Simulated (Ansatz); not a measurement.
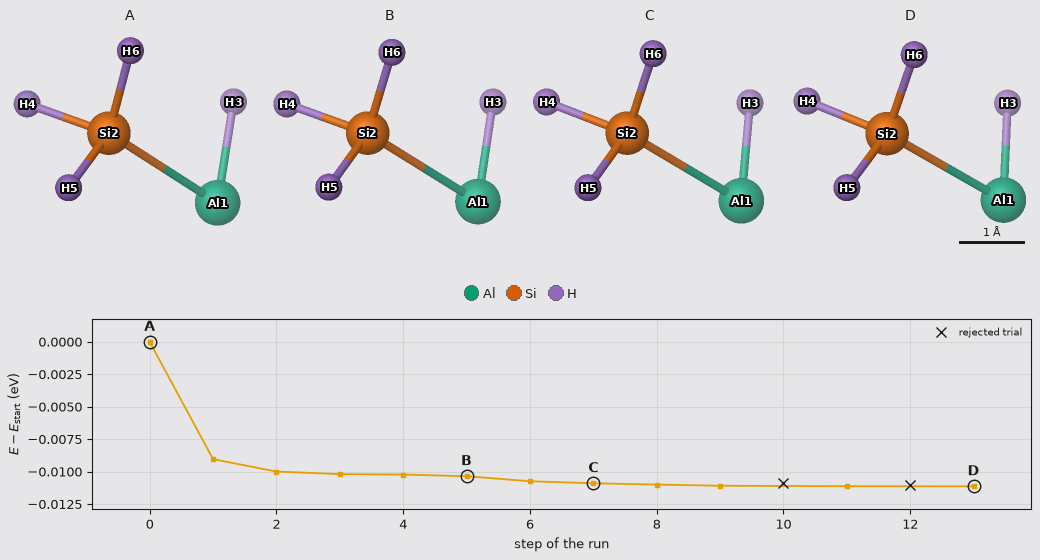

Frames of a relaxation of AlSiH$_{4}$ (charge −1), marked on the history of the run. A ball-and-stick model, seen from a free direction.

It is one of the separated reactants of a reaction.

Level of theory: Ansatz 0.2.0, RKS PBE0-D4/def2-TZVPD.

Input file:
```yaml
crystal:
  periodic: [false, false, false]
  atoms:
    - {symbol: Al, position_ang: [-0.353827, -1.384326, -0.391211]}
    - {symbol: Si, position_ang: [0.453951, 0.986440, 0.289691]}
    - {symbol: H, position_ang: [-1.207208, -1.399817, 1.078028]}
    - {symbol: H, position_ang: [1.457435, 0.906933, 1.450301]}
    - {symbol: H, position_ang: [1.256879, 1.835741, -0.706226]}
    - {symbol: H, position_ang: [-0.511688, 2.049676, 0.836049]}
basis:
  gaussian: {orbitals: def2-TZVPD}
total_charge: -1
hamiltonian: {xc: pbe0, dispersion: d4}
relax: {f_tol: 0.005, max_steps: 200}
```

Command:
```bash
ansatz run in.yaml --threads 2 --pin off --events-out ev --progress --plain --max-ram 4352MiB
```

> What happens along the run?

The atom that moves furthest after the best rigid fit is Al1 (0.14 Å). Largest moves by element: Al 0.14 Å, H 0.11 Å, Si 0.03 Å. Near-neighbour distances that change, for instance: Si2–H4 1.536 → 1.517 Å, Al1–H3 1.699 → 1.685 Å, Al1–Si2 2.596 → 2.584 Å. Bond angles that change, for instance: Al1–Si2–H6 122.0° → 116.0°, Al1–Si2–H4 110.7° → 115.3°. Over 11 accepted moves (13 points after the start) the energy falls by 0.011 eV. Largest force component: 0.31 eV/Å at the start, 0.0033 eV/Å at the end. The line search rejected the trial steps at points 10, 12 of the run. From step 0 to 5: H6 moves most (0.04 Å), energy −0.010 eV. From step 5 to 7: Al1 moves most (0.07 Å), energy −0.001 eV. From step 7 to 13: Al1 moves most (0.04 Å), energy 0.000 eV.

```json
{"step": "0", "E − E(0), eV": "0.0000", "largest force component, eV/Å": "0.3137", "note": ""}
{"step": "1", "E − E(0), eV": "-0.0090", "largest force component, eV/Å": "0.1021", "note": ""}
{"step": "2", "E − E(0), eV": "-0.0100", "largest force component, eV/Å": "0.0198", "note": ""}
{"step": "3", "E − E(0), eV": "-0.0102", "largest force component, eV/Å": "0.0065", "note": ""}
{"step": "4", "E − E(0), eV": "-0.0102", "largest force component, eV/Å": "0.0058", "note": ""}
{"step": "5", "E − E(0), eV": "-0.0103", "largest force component, eV/Å": "0.0101", "note": ""}
{"step": "6", "E − E(0), eV": "-0.0107", "largest force component, eV/Å": "0.0100", "note": ""}
{"step": "7", "E − E(0), eV": "-0.0109", "largest force component, eV/Å": "0.0182", "note": ""}
{"step": "8", "E − E(0), eV": "-0.0110", "largest force component, eV/Å": "0.0246", "note": ""}
{"step": "9", "E − E(0), eV": "-0.0111", "largest force component, eV/Å": "0.0187", "note": ""}
{"step": "10", "E − E(0), eV": "-0.0109", "largest force component, eV/Å": "0.0336", "note": "rejected"}
{"step": "11", "E − E(0), eV": "-0.0111", "largest force component, eV/Å": "0.0091", "note": ""}
{"step": "12", "E − E(0), eV": "-0.0110", "largest force component, eV/Å": "0.0373", "note": "rejected"}
{"step": "13", "E − E(0), eV": "-0.0111", "largest force component, eV/Å": "0.0033", "note": ""}
```
